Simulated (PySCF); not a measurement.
# C2H8N2, SMILES `CNNC`: electronic structure

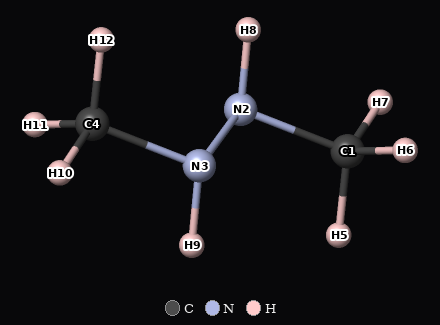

The molecule, with its atoms numbered as below. No frequency check shows the geometry to be a minimum.

Cartesian coordinates (Å):

```
C1      -1.8269    0.1056    0.0209
N2      -0.5178   -0.4860   -0.1763
N3       0.5178    0.4860    0.1763
C4       1.8269   -0.1056   -0.0209
H5      -1.9682    0.8909   -0.7234
H6      -1.9646    0.5422    1.0182
H7      -2.5755   -0.6674   -0.1406
H8      -0.3973   -1.2485    0.4922
H9       0.3973    1.2485   -0.4922
H10      2.5755    0.6674    0.1406
H11      1.9646   -0.5422   -1.0182
H12      1.9682   -0.8909    0.7234
```

### 1. Bonding charge

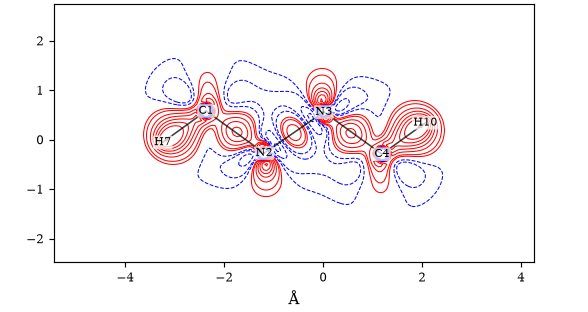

Deformation density (molecule less spherical, spin-averaged free atoms) in the plane of C1, N2, N3, C4, H7 and H10; contours at ±0.05 to ±0.8 e/Å³; solid red lines: gain, dashed blue lines: loss.

Method: B3LYP/def2-SVPD; geometry: GFN2-xTB; program: PySCF.

Describe the bonding that the map shows.

Answer. C1–H7 and C4–H10: +0.70 e/Å³ at the bond critical point (bond length 1.09 Å). C1–N2 and N3–C4: +0.35 e/Å³ at the bond critical point (bond length 1.45 Å). N2–N3: +0.28 e/Å³ at the bond critical point (bond length 1.46 Å). In all, 2.5 electrons gather in the regions of gain relative to the promolecule.

Where do the Hirshfeld charges lie?

Answer. The highest Hirshfeld charge is on H8 and H9 (+0.10 e), the lowest on N2 and N3 (−0.12 e).

### 2. Bond critical points

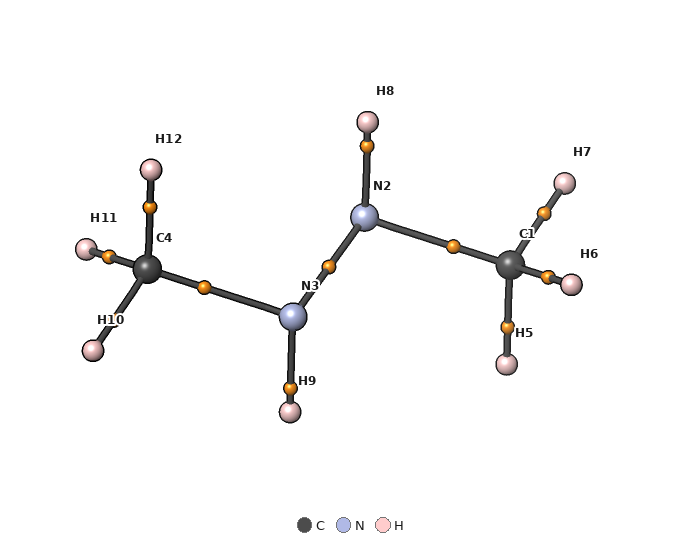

Molecular graph of the electron density (QTAIM): bond paths, bond critical points (orange), ring points (yellow, if any); weak paths are dashed.

How many critical points of each kind are there, and does the count close?

Answer. 12 nuclei, 11 bond, 0 ring and 0 cage critical points: 12 − 11 + 0 − 0 = 1, as the Poincaré–Hopf relation requires.

Tabulate density, Laplacian, ellipticity and energy density at the bond critical points (atomic units).

Answer.
```tsv
bond	length (Å)	ρ (a.u.)	∇²ρ (a.u.)	ε	H (a.u.)
N2–H8 (2 alike)	1.021	0.339	−1.56	0.04	−0.442
N2–N3	1.463	0.292	−0.59	0.13	−0.270
C1–H7 (2 alike)	1.088	0.281	−1.06	0.02	−0.306
C1–H5 (2 alike)	1.091	0.280	−1.04	0.03	−0.302
C1–H6 (2 alike)	1.097	0.277	−1.01	0.03	−0.295
C1–N2 (2 alike)	1.450	0.275	−0.79	0.04	−0.324
```

What kind of interaction is N2–H8?

Answer. Shared-shell (covalent): ρ = 0.339, ∇²ρ = −1.56, H = −0.442 a.u.

### 3. Local ionisation energy

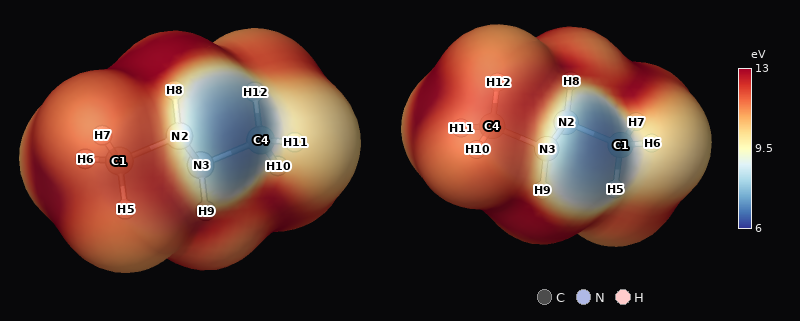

Average local ionisation energy on the surface of electron density 0.001 a.u. (back view left, front view right).

Locate the minima of the map.

Answer. The lowest value is 6.9 eV, 2.1 Å from N3, and at like points elsewhere. Further minima include 11.0 eV, 1.4 Å from H12, and at like points elsewhere; 11.1 eV, 1.3 Å from H9, and at like points elsewhere. For comparison, the highest occupied orbital lies at −5.3 eV.

What volume does the surface enclose, and what is the dipole moment?

Answer. About 102 Å³; the dipole moment is 0.0 D.

### 4. In an electric field

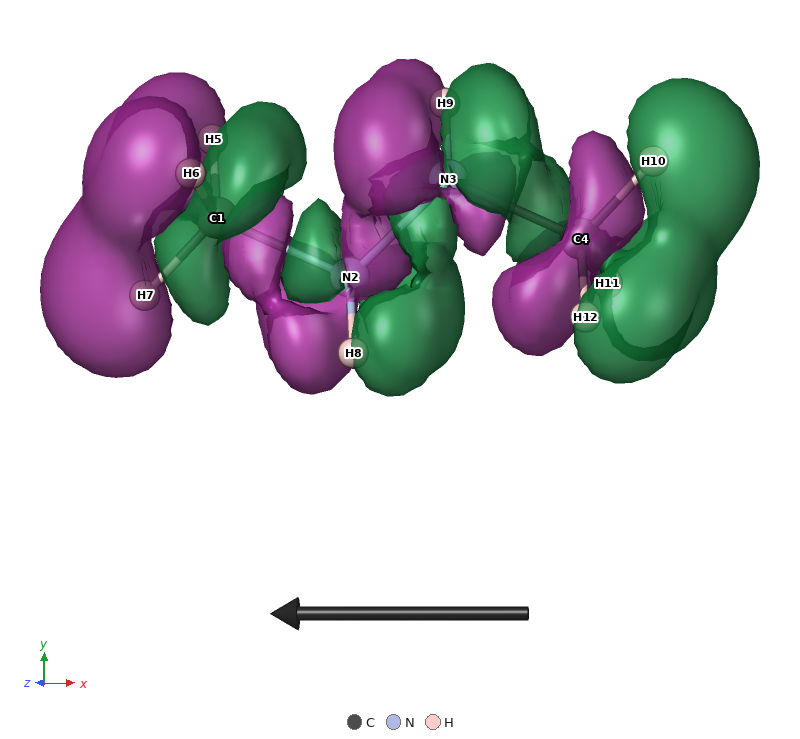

Change of the electron density in a uniform field of 0.26 V/Å along −x (arrow), surfaces at ±0.0015 e/Å³ (green: gain, purple: loss).

PySCF calculation, B3LYP/aug-cc-pVDZ, gas phase; geometry: GFN2-xTB.

What dipole is induced, and what polarisability does it imply?

Answer. The induced dipole is 0.75 D (along the field); α along this axis, from the fields in both directions, is 59 bohr³ (8.8 Å³).

Which atoms gain and lose the most charge?

Answer. Electrons gather most on H10 (Hirshfeld charge changes by −0.010 e) and leave H7 most (+0.009 e); 0.068 electrons are displaced in all.

### 5. Stretching a bond

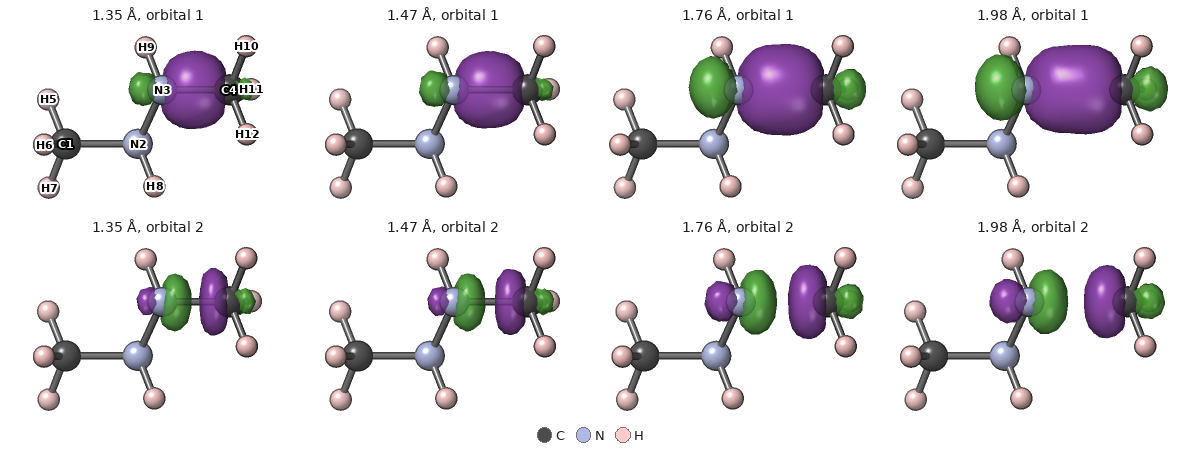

Rigid stretch of the N3–C4 bond. The two CASSCF(2,2) natural orbitals nearest half filling (orbital 1 the more occupied).

Method: def2-SVP basis; geometry: GFN2-xTB; program: PySCF.

How do the occupations change along the stretch?

Answer. 1.35 Å: 1.99 and 0.01; 1.47 Å: 1.98 and 0.02; 1.76 Å: 1.95 and 0.05; 1.98 Å: 1.89 and 0.11. At the longest distance computed (4.12 Å) they are 1.05 and 0.95, and the effective number of unpaired electrons is 2.0.

Where does the UHF solution part from RHF?

Answer. Between 1.76 Å (⟨S²⟩ = 0, the two coincide) and 1.98 Å (⟨S²⟩ = 0.30); at 4.12 Å ⟨S²⟩ is 1.02 and UHF lies 5.7 eV below RHF.

How much energy does the stretch cost?

Answer. By CASSCF, 3.1 eV from the lowest point of the scan (1.47 Å) to 4.12 Å; RHF gives 8.1 eV from its own lowest point. The fragments aren't relaxed and dynamic correlation is missing, so this isn't a bond dissociation energy.
